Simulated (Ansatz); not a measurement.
# NH₃ (triplet): B2PLYP, RPA-PBE over a scan of the distance H1–H2 along a hydrogen transfer, cc-pVTZ

Aim: run NH₃ (triplet) with these functionals over a scan of the distance H1–H2 along a hydrogen transfer, and hold them against the top wave-function level at the same points.

Program: Ansatz 0.2.0, Gaussian basis. Level of theory: cc-pVTZ, all electrons in the functionals, frozen cores in the correlation of double hybrids and RPA. These are calculated values, not measurements.

Plan: B2PLYP, RPA-PBE, at 0.745 Å; 0.779 Å; 0.846 Å; 0.913 Å; 0.980 Å.

**1. The system**

The geometry derives from fragments relaxed apart (PBE0/def2-TZVP) and kept rigid, so it is no stationary point. A hydrogen atom is moved between rigid fragments.

4 atoms, charge 0, spin multiplicity 3.

Atoms are counted from 1 here; the program's logs count them from 0.

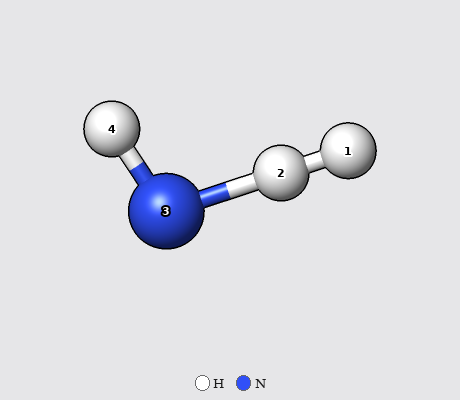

The structure; hydrogen white, nitrogen blue; atoms are numbered from 1 in the order of the file.

No dispersion term is added.

The geometry shown and the zero of energy belong to the point 0.745 Å. The yardstick, UCCSDT(Q), and other wave-function levels (R restricted, U unrestricted, valence and pair active spaces) come from earlier runs.

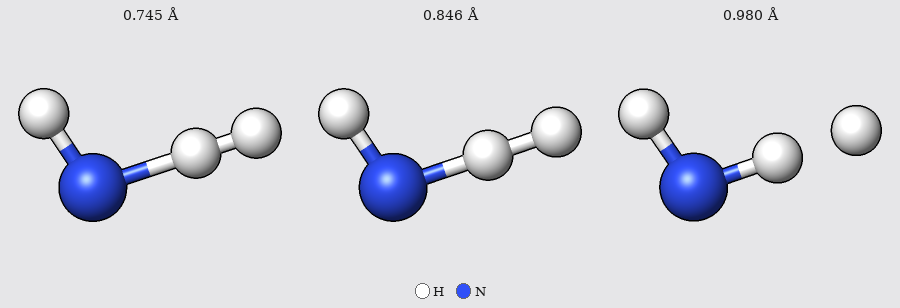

Three points of the scan; sticks are drawn by distance.

**2. B2PLYP, 0.745 Å**

File in.yaml:

```yaml
crystal:
  periodic: [false, false, false]
  atoms:
    - {symbol: H, position_ang: [-1.840913, 0.059434, 0.000000]}
    - {symbol: H, position_ang: [-1.095913, 0.059434, 0.000000]}
    - {symbol: N, position_ang: [0.179087, 0.059434, 0.000000]}
    - {symbol: H, position_ang: [0.448169, -0.944792, 0.000000]}
basis:
  gaussian: {orbitals: cc-pVTZ}
magnetization: {spin_polarized: true, initial_magnetization: 2}
hamiltonian: {xc: {name: B2PLYP}}
correlation: {electrons: outside_noble_gas}
```

Run with:

```console
> ansatz run in.yaml --threads 1 --pin off --events-out ev --progress --plain --max-ram 2816MiB --backend cpu
```

Output:

```text
Functional definition: B2PLYP
  name "B2PLYP"
  cite "Grimme, J. Chem. Phys. 124, 034108 (2006) doi:10.1063/1.2148954"
  cite "Becke, Phys. Rev. A 38, 3098 (1988) doi:10.1103/PhysRevA.38.3098"
  cite "Lee, Yang & Parr, Phys. Rev. B 37, 785 (1988) doi:10.1103/PhysRevB.37.785"
  parameter a = 0.53
  parameter c = 0.27
  exchange = (1 - a)*b88_x + a*exact_x
  correlation = (1 - c)*lyp_c + c*(mp2_os + mp2_ss)
402 factors; integrals over basis functions are off by at most 1.4e-3 eV
mean field evaluation 1: about -1530.6280 eV, gradient 1.3e1 eV
mean field evaluation 2: about -1530.6274 eV, gradient 1.3e1 eV
mean field evaluation 4: about -1531.3508 eV, gradient 1.3e0 eV
mean field evaluation 8: about -1531.3638 eV, gradient 1.7e-2 eV
mean field evaluation 16: about -1531.3638 eV, gradient 2.1e-5 eV
mean field -1531.36378052 eV, -56.2765809386 hartree, gradient 1.9e-6 eV, S^2 2.016627; 0 other end points of the search recorded, 0 dependent functions left out
1 core orbitals not correlated: weight in the atoms' cores, before any rotation towards them, 1.000 or more for the frozen orbitals, at most 0.000 for the correlated occupied ones
reference -1531.36387979 eV, -56.2765845866 hartree; 5, 3 occupied and 66, 68 virtual orbitals, 402 factors
second order -6.18937886 eV of doubles, -0.00000000 eV of singles
Total energy: -1533.03501208 eV, -56.3379975656 hartree
```

It took 0.78 s on 1 thread of AMD EPYC 7R13, shared host.

From the report: ⟨S²⟩ of the determinant 2.017 (pure triplet: 2.00).

**3. B2PLYP, 0.779 Å**

File in.yaml:

```yaml
crystal:
  periodic: [false, false, false]
  atoms:
    - {symbol: H, position_ang: [-1.842925, 0.059434, 0.000000]}
    - {symbol: H, position_ang: [-1.063925, 0.059434, 0.000000]}
    - {symbol: N, position_ang: [0.177075, 0.059434, 0.000000]}
    - {symbol: H, position_ang: [0.446156, -0.944792, 0.000000]}
basis:
  gaussian: {orbitals: cc-pVTZ}
magnetization: {spin_polarized: true, initial_magnetization: 2}
hamiltonian: {xc: {name: B2PLYP}}
correlation: {electrons: outside_noble_gas}
```

The command is unchanged.

Output (excerpt; [...] marks lines left out):

```text
Functional definition: B2PLYP
  name "B2PLYP"
  cite "Grimme, J. Chem. Phys. 124, 034108 (2006) doi:10.1063/1.2148954"
  cite "Becke, Phys. Rev. A 38, 3098 (1988) doi:10.1103/PhysRevA.38.3098"
  cite "Lee, Yang & Parr, Phys. Rev. B 37, 785 (1988) doi:10.1103/PhysRevB.37.785"
[...]
404 factors; integrals over basis functions are off by at most 1.3e-3 eV
[...]
mean field -1531.37126530 eV, -56.2768559992 hartree, gradient 5.3e-6 eV, S^2 2.018032; 0 other end points of the search recorded, 0 dependent functions left out
1 core orbitals not correlated: weight in the atoms' cores, before any rotation towards them, 1.000 or more for the frozen orbitals, at most 0.000 for the correlated occupied ones
reference -1531.37136354 eV, -56.2768596094 hartree; 5, 3 occupied and 66, 68 virtual orbitals, 404 factors
second order -6.25331819 eV of doubles, -0.00000000 eV of singles
Total energy: -1533.05975946 eV, -56.3389070148 hartree
```

Run time: 1 s. Hardware: 1 thread of AMD EPYC 7R13, shared host.

From the report: ⟨S²⟩ of the determinant 2.018 (pure triplet: 2.00).

From 0.745 Å: -24.7 meV.

**4. B2PLYP, 0.846 Å**

File in.yaml:

```yaml
crystal:
  periodic: [false, false, false]
  atoms:
    - {symbol: H, position_ang: [-1.846891, 0.059434, 0.000000]}
    - {symbol: H, position_ang: [-1.000891, 0.059434, 0.000000]}
    - {symbol: N, position_ang: [0.173109, 0.059434, 0.000000]}
    - {symbol: H, position_ang: [0.442191, -0.944792, 0.000000]}
basis:
  gaussian: {orbitals: cc-pVTZ}
magnetization: {spin_polarized: true, initial_magnetization: 2}
hamiltonian: {xc: {name: B2PLYP}}
correlation: {electrons: outside_noble_gas}
```

Same command.

Output (excerpt; [...] marks lines left out):

```text
Functional definition: B2PLYP
  name "B2PLYP"
  cite "Grimme, J. Chem. Phys. 124, 034108 (2006) doi:10.1063/1.2148954"
  cite "Becke, Phys. Rev. A 38, 3098 (1988) doi:10.1103/PhysRevA.38.3098"
  cite "Lee, Yang & Parr, Phys. Rev. B 37, 785 (1988) doi:10.1103/PhysRevB.37.785"
[...]
406 factors; integrals over basis functions are off by at most 1.2e-3 eV
[...]
mean field -1531.36094771 eV, -56.2764768348 hartree, gradient 4.7e-6 eV, S^2 2.019477; 0 other end points of the search recorded, 0 dependent functions left out
1 core orbitals not correlated: weight in the atoms' cores, before any rotation towards them, 1.000 or more for the frozen orbitals, at most 0.000 for the correlated occupied ones
reference -1531.36104483 eV, -56.2764804036 hartree; 5, 3 occupied and 66, 68 virtual orbitals, 406 factors
second order -6.35583796 eV of doubles, -0.00000000 eV of singles
Total energy: -1533.07712108 eV, -56.3395450426 hartree
```

It took 0.89 s on 1 thread of AMD EPYC 7R13, shared host.

From the report: ⟨S²⟩ of the determinant 2.019 (pure triplet: 2.00).

From 0.745 Å: -42.1 meV.

**5. B2PLYP, 0.913 Å**

File in.yaml:

```yaml
crystal:
  periodic: [false, false, false]
  atoms:
    - {symbol: H, position_ang: [-1.850856, 0.059434, 0.000000]}
    - {symbol: H, position_ang: [-0.937856, 0.059434, 0.000000]}
    - {symbol: N, position_ang: [0.169144, 0.059434, 0.000000]}
    - {symbol: H, position_ang: [0.438226, -0.944792, 0.000000]}
basis:
  gaussian: {orbitals: cc-pVTZ}
magnetization: {spin_polarized: true, initial_magnetization: 2}
hamiltonian: {xc: {name: B2PLYP}}
correlation: {electrons: outside_noble_gas}
```

Launched as before.

Output (excerpt; [...] marks lines left out):

```text
Functional definition: B2PLYP
  name "B2PLYP"
  cite "Grimme, J. Chem. Phys. 124, 034108 (2006) doi:10.1063/1.2148954"
  cite "Becke, Phys. Rev. A 38, 3098 (1988) doi:10.1103/PhysRevA.38.3098"
  cite "Lee, Yang & Parr, Phys. Rev. B 37, 785 (1988) doi:10.1103/PhysRevB.37.785"
[...]
408 factors; integrals over basis functions are off by at most 1.4e-3 eV
[...]
mean field -1531.34593766 eV, -56.2759252253 hartree, gradient 3.9e-6 eV, S^2 2.018139; 0 other end points of the search recorded, 0 dependent functions left out
1 core orbitals not correlated: weight in the atoms' cores, before any rotation towards them, 1.000 or more for the frozen orbitals, at most 0.000 for the correlated occupied ones
reference -1531.34603461 eV, -56.2759287884 hartree; 5, 3 occupied and 66, 68 virtual orbitals, 408 factors
second order -6.40199341 eV of doubles, -0.00000000 eV of singles
Total energy: -1533.07457283 eV, -56.3394513963 hartree
```

Wall time 0.88 s (1 thread of AMD EPYC 7R13, shared host).

From the report: ⟨S²⟩ of the determinant 2.018 (pure triplet: 2.00).

From 0.745 Å: -39.6 meV.

**6. B2PLYP, 0.980 Å**

File in.yaml:

```yaml
crystal:
  periodic: [false, false, false]
  atoms:
    - {symbol: H, position_ang: [-1.854821, 0.059434, 0.000000]}
    - {symbol: H, position_ang: [-0.874821, 0.059434, 0.000000]}
    - {symbol: N, position_ang: [0.165179, 0.059434, 0.000000]}
    - {symbol: H, position_ang: [0.434260, -0.944792, 0.000000]}
basis:
  gaussian: {orbitals: cc-pVTZ}
magnetization: {spin_polarized: true, initial_magnetization: 2}
hamiltonian: {xc: {name: B2PLYP}}
correlation: {electrons: outside_noble_gas}
```

Launched as before.

Output (excerpt; [...] marks lines left out):

```text
Functional definition: B2PLYP
  name "B2PLYP"
  cite "Grimme, J. Chem. Phys. 124, 034108 (2006) doi:10.1063/1.2148954"
  cite "Becke, Phys. Rev. A 38, 3098 (1988) doi:10.1103/PhysRevA.38.3098"
  cite "Lee, Yang & Parr, Phys. Rev. B 37, 785 (1988) doi:10.1103/PhysRevB.37.785"
[...]
408 factors; integrals over basis functions are off by at most 1.0e-3 eV
[...]
mean field -1531.31178219 eV, -56.2746700350 hartree, gradient 3.1e-6 eV, S^2 2.014771; 0 other end points of the search recorded, 0 dependent functions left out
1 core orbitals not correlated: weight in the atoms' cores, before any rotation towards them, 1.000 or more for the frozen orbitals, at most 0.000 for the correlated occupied ones
reference -1531.31187954 eV, -56.2746736126 hartree; 5, 3 occupied and 66, 68 virtual orbitals, 408 factors
second order -6.38063546 eV of doubles, -0.00000000 eV of singles
Total energy: -1533.03465111 eV, -56.3379843003 hartree
```

It took 0.8 s on 1 thread of AMD EPYC 7R13, shared host.

From the report: ⟨S²⟩ of the determinant 2.015 (pure triplet: 2.00).

From 0.745 Å: +0.4 meV.

**7. RPA-PBE, 0.745 Å**

File in.yaml:

```yaml
crystal:
  periodic: [false, false, false]
  atoms:
    - {symbol: H, position_ang: [-1.840913, 0.059434, 0.000000]}
    - {symbol: H, position_ang: [-1.095913, 0.059434, 0.000000]}
    - {symbol: N, position_ang: [0.179087, 0.059434, 0.000000]}
    - {symbol: H, position_ang: [0.448169, -0.944792, 0.000000]}
basis:
  gaussian: {orbitals: cc-pVTZ}
magnetization: {spin_polarized: true, initial_magnetization: 2}
hamiltonian: {xc: {name: PBE}}
correlation: {method: rpa, electrons: outside_noble_gas}
```

Launched as before.

Output (excerpt; [...] marks lines left out):

```text
Functional definition: PBE
  name "PBE"
  cite "Perdew, Burke & Ernzerhof, Phys. Rev. Lett. 77, 3865 (1996) doi:10.1103/PhysRevLett.77.3865"
  parent pbe
[...]
402 factors; integrals over basis functions are off by at most 1.4e-3 eV
[...]
mean field -1532.41884342 eV, -56.3153537849 hartree, gradient 9.0e-6 eV, S^2 2.006295; 0 other end points of the search recorded, 0 dependent functions left out
1 core orbitals not correlated: weight in the atoms' cores, before any rotation towards them, 1.000 or more for the frozen orbitals, at most 0.000 for the correlated occupied ones
reference -1524.98610365 eV, -56.0422056364 hartree; 5, 3 occupied and 66, 68 virtual orbitals, 402 factors
Total energy: -1534.88360125 eV, -56.4059319645 hartree
```

It took 0.8 s on 1 thread of AMD EPYC 7R13, shared host.

From the report: ⟨S²⟩ of the determinant 2.006 (pure triplet: 2.00).

**8. RPA-PBE, 0.779 Å**

File in.yaml:

```yaml
crystal:
  periodic: [false, false, false]
  atoms:
    - {symbol: H, position_ang: [-1.842925, 0.059434, 0.000000]}
    - {symbol: H, position_ang: [-1.063925, 0.059434, 0.000000]}
    - {symbol: N, position_ang: [0.177075, 0.059434, 0.000000]}
    - {symbol: H, position_ang: [0.446156, -0.944792, 0.000000]}
basis:
  gaussian: {orbitals: cc-pVTZ}
magnetization: {spin_polarized: true, initial_magnetization: 2}
hamiltonian: {xc: {name: PBE}}
correlation: {method: rpa, electrons: outside_noble_gas}
```

Launched as before.

Output (excerpt; [...] marks lines left out):

```text
Functional definition: PBE
  name "PBE"
  cite "Perdew, Burke & Ernzerhof, Phys. Rev. Lett. 77, 3865 (1996) doi:10.1103/PhysRevLett.77.3865"
  parent pbe
[...]
404 factors; integrals over basis functions are off by at most 1.3e-3 eV
[...]
mean field -1532.46959860 eV, -56.3172190034 hartree, gradient 2.4e-6 eV, S^2 2.006489; 0 other end points of the search recorded, 0 dependent functions left out
1 core orbitals not correlated: weight in the atoms' cores, before any rotation towards them, 1.000 or more for the frozen orbitals, at most 0.000 for the correlated occupied ones
reference -1524.96690515 eV, -56.0415001046 hartree; 5, 3 occupied and 66, 68 virtual orbitals, 404 factors
Total energy: -1534.90648247 eV, -56.4067728336 hartree
```

It took 0.77 s on 1 thread of AMD EPYC 7R13, shared host.

From the report: ⟨S²⟩ of the determinant 2.006 (pure triplet: 2.00).

From 0.745 Å: -22.9 meV.

**9. RPA-PBE, 0.846 Å**

File in.yaml:

```yaml
crystal:
  periodic: [false, false, false]
  atoms:
    - {symbol: H, position_ang: [-1.846891, 0.059434, 0.000000]}
    - {symbol: H, position_ang: [-1.000891, 0.059434, 0.000000]}
    - {symbol: N, position_ang: [0.173109, 0.059434, 0.000000]}
    - {symbol: H, position_ang: [0.442191, -0.944792, 0.000000]}
basis:
  gaussian: {orbitals: cc-pVTZ}
magnetization: {spin_polarized: true, initial_magnetization: 2}
hamiltonian: {xc: {name: PBE}}
correlation: {method: rpa, electrons: outside_noble_gas}
```

The command is unchanged.

Output (excerpt; [...] marks lines left out):

```text
Functional definition: PBE
  name "PBE"
  cite "Perdew, Burke & Ernzerhof, Phys. Rev. Lett. 77, 3865 (1996) doi:10.1103/PhysRevLett.77.3865"
  parent pbe
[...]
406 factors; integrals over basis functions are off by at most 1.2e-3 eV
[...]
mean field -1532.51661032 eV, -56.3189466523 hartree, gradient 1.8e-6 eV, S^2 2.006632; 0 other end points of the search recorded, 0 dependent functions left out
1 core orbitals not correlated: weight in the atoms' cores, before any rotation towards them, 1.000 or more for the frozen orbitals, at most 0.000 for the correlated occupied ones
reference -1524.93027849 eV, -56.0401540995 hartree; 5, 3 occupied and 66, 68 virtual orbitals, 406 factors
Total energy: -1534.91553932 eV, -56.4071056668 hartree
```

It took 0.88 s on 1 thread of AMD EPYC 7R13, shared host.

From the report: ⟨S²⟩ of the determinant 2.007 (pure triplet: 2.00).

From 0.745 Å: -31.9 meV.

**10. RPA-PBE, 0.913 Å**

File in.yaml:

```yaml
crystal:
  periodic: [false, false, false]
  atoms:
    - {symbol: H, position_ang: [-1.850856, 0.059434, 0.000000]}
    - {symbol: H, position_ang: [-0.937856, 0.059434, 0.000000]}
    - {symbol: N, position_ang: [0.169144, 0.059434, 0.000000]}
    - {symbol: H, position_ang: [0.438226, -0.944792, 0.000000]}
basis:
  gaussian: {orbitals: cc-pVTZ}
magnetization: {spin_polarized: true, initial_magnetization: 2}
hamiltonian: {xc: {name: PBE}}
correlation: {method: rpa, electrons: outside_noble_gas}
```

Launched as before.

Output (excerpt; [...] marks lines left out):

```text
Functional definition: PBE
  name "PBE"
  cite "Perdew, Burke & Ernzerhof, Phys. Rev. Lett. 77, 3865 (1996) doi:10.1103/PhysRevLett.77.3865"
  parent pbe
[...]
408 factors; integrals over basis functions are off by at most 1.4e-3 eV
[...]
mean field -1532.51167658 eV, -56.3187653407 hartree, gradient 1.4e-6 eV, S^2 2.006360; 0 other end points of the search recorded, 0 dependent functions left out
1 core orbitals not correlated: weight in the atoms' cores, before any rotation towards them, 1.000 or more for the frozen orbitals, at most 0.000 for the correlated occupied ones
reference -1524.92638717 eV, -56.0400110962 hartree; 5, 3 occupied and 66, 68 virtual orbitals, 408 factors
Total energy: -1534.89770481 eV, -56.4064502609 hartree
```

Wall time 1 s (1 thread of AMD EPYC 7R13, shared host).

From the report: ⟨S²⟩ of the determinant 2.006 (pure triplet: 2.00).

From 0.745 Å: -14.1 meV.

**11. RPA-PBE, 0.980 Å**

File in.yaml:

```yaml
crystal:
  periodic: [false, false, false]
  atoms:
    - {symbol: H, position_ang: [-1.854821, 0.059434, 0.000000]}
    - {symbol: H, position_ang: [-0.874821, 0.059434, 0.000000]}
    - {symbol: N, position_ang: [0.165179, 0.059434, 0.000000]}
    - {symbol: H, position_ang: [0.434260, -0.944792, 0.000000]}
basis:
  gaussian: {orbitals: cc-pVTZ}
magnetization: {spin_polarized: true, initial_magnetization: 2}
hamiltonian: {xc: {name: PBE}}
correlation: {method: rpa, electrons: outside_noble_gas}
```

Same command.

Output (excerpt; [...] marks lines left out):

```text
Functional definition: PBE
  name "PBE"
  cite "Perdew, Burke & Ernzerhof, Phys. Rev. Lett. 77, 3865 (1996) doi:10.1103/PhysRevLett.77.3865"
  parent pbe
[...]
408 factors; integrals over basis functions are off by at most 1.0e-3 eV
[...]
mean field -1532.44194253 eV, -56.3162026616 hartree, gradient 1.7e-6 eV, S^2 2.005758; 0 other end points of the search recorded, 0 dependent functions left out
1 core orbitals not correlated: weight in the atoms' cores, before any rotation towards them, 1.000 or more for the frozen orbitals, at most 0.000 for the correlated occupied ones
reference -1524.93789625 eV, -56.0404340473 hartree; 5, 3 occupied and 66, 68 virtual orbitals, 408 factors
Total energy: -1534.83869394 eV, -56.4042816511 hartree
```

It took 0.73 s on 1 thread of AMD EPYC 7R13, shared host.

From the report: ⟨S²⟩ of the determinant 2.006 (pure triplet: 2.00).

From 0.745 Å: +44.9 meV.

**12. Against the wave-function levels**

The yardstick is UCCSDT(Q), where the cluster series has nearly closed. It comes from earlier runs at the same points. Energies in meV, counted from 0.745 Å; blanks weren't run or aren't comparable.

| level | 0.745 Å | 0.779 Å | 0.846 Å | 0.913 Å | 0.980 Å |
| --- | --- | --- | --- | --- | --- |
| UCCSDT(Q) | 0.0 | -14.1 | -15.0 | -5.4 | 31.6 |
| B2PLYP | 0.0 | -24.7 | -42.1 | -39.6 | 0.4 |
| RPA-PBE | 0.0 | -22.9 | -31.9 | -14.1 | 44.9 |

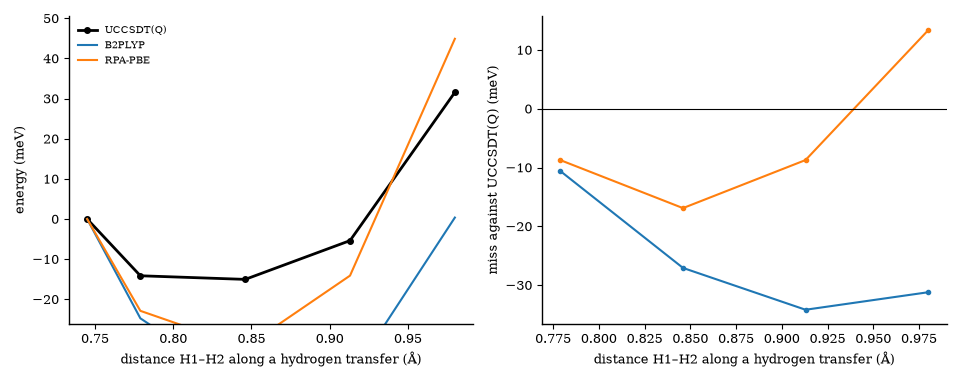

Left: the curves (the axis may cut off levels that run far away). Right: misses against UCCSDT(Q), in the same colours.

Largest miss and mean time a point (UCCSDT(Q) took 4.5 s a point; shared hosts):

| level | largest miss (meV) | where | time a point |
| --- | --- | --- | --- |
| B2PLYP | -34.2 | 0.913 Å | 0.87 s |
| RPA-PBE | -16.9 | 0.846 Å | 0.84 s |

**13. Results**

| quantity | value |
| --- | --- |
| span of the UCCSDT(Q) curve | 46.6 meV |
| largest miss, B2PLYP | -34.2 meV (0.913 Å) |
| largest miss, RPA-PBE | -16.9 meV (0.846 Å) |

Of the functionals, RPA-PBE keep the smallest largest miss at the points compared (at most 16.9 meV) and B2PLYP strays most (34.2 meV, at 0.913 Å). Functionals and the yardstick converge differently with the basis, so part of each miss in cc-pVTZ is the basis.
